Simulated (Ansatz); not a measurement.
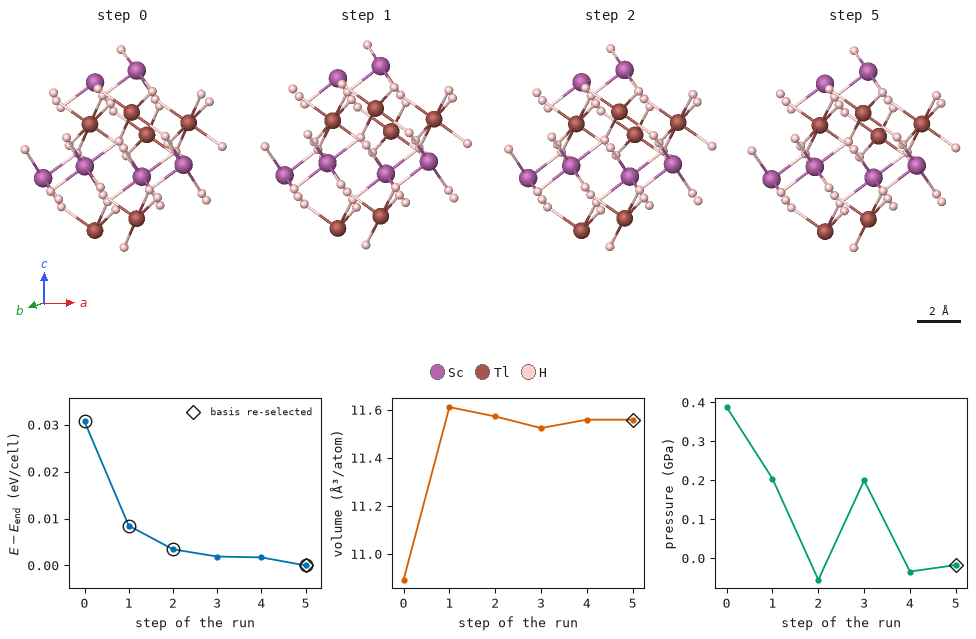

Frames of a relaxation of solid ScTlH$_{6}$ (built on the TiCuF6-2 type type), marked on the history of the run. The picture is a ball-and-stick view of the atoms within 5.0 Å of the atom that moves most (axes of the larger cell on standard axes (3 times the calculation's cell)), seen from a free direction.

Method: Ansatz 0.2.0, DFT, r2SCAN+rVV10, plane waves, PAW. Set-up: plane-wave cutoff 500 eV; k-point mesh 6 × 6 × 6; occupations fermi dirac; smearing width 0.03 eV; no spin polarisation; cell and atoms relaxed; force threshold 0.01 eV/Å; at most 120 steps.

> Describe the path.

The energy falls by 30.7 meV per cell of the calculation in 4 accepted moves (5 points after the start). The largest force component goes from 0.077 to 0.0032 eV/Å. Pressure: 0.39 GPa at the start and −0.02 GPa at the end. The SCF was repeated once at an unchanged geometry on a basis and grid sized afresh for the cell, which shifted the energy by 1.7 meV per cell of the calculation at most. The largest moves relative to the cell, 0.11 Å, are those of H atoms. Sc and Tl stay in place. Cell: a 4.636 → 4.790 Å (+3.3 %), b 4.643 → 4.791 Å (+3.2 %), c 13.979 → 13.946 Å (−0.2 %), β 89.7° → 89.9°, γ 119.7° → 119.9°. Volume +6.1 %. Among the contacts that change: H–Sc 1.988 → 1.978 Å. Among the angles between lasting bonds that change: Sc–H–Tl 128.0° → 133.1°, Sc–H–Tl 128.7° → 133.2°. The space group stays P-1 (No. 2). From step 0 to 1: H atoms move most (0.13 Å), volume +6.6 %, energy −22.2 meV per cell of the calculation. From step 1 to 2: H atoms move most (0.03 Å), volume −0.3 %, energy −5.0 meV per cell of the calculation. From step 2 to 5: H atoms move most (0.02 Å), volume −0.1 %, energy −3.4 meV per cell of the calculation.

| step | E − E(0), meV/atom | largest force component, eV/Å | pressure, GPa | volume, Å³/atom | note |
| --- | --- | --- | --- | --- | --- |
| 0 | 0.00 | 0.0768 | 0.39 | 10.893 |  |
| 1 | -2.78 | 0.0448 | 0.20 | 11.612 |  |
| 2 | -3.41 | 0.0258 | -0.06 | 11.573 |  |
| 3 | -3.60 | 0.0146 | 0.20 | 11.524 |  |
| 4 | -3.63 | 0.0032 | -0.03 | 11.559 |  |
| 5 | -3.84 | 0.0032 | -0.02 | 11.559 | same geometry, new basis |
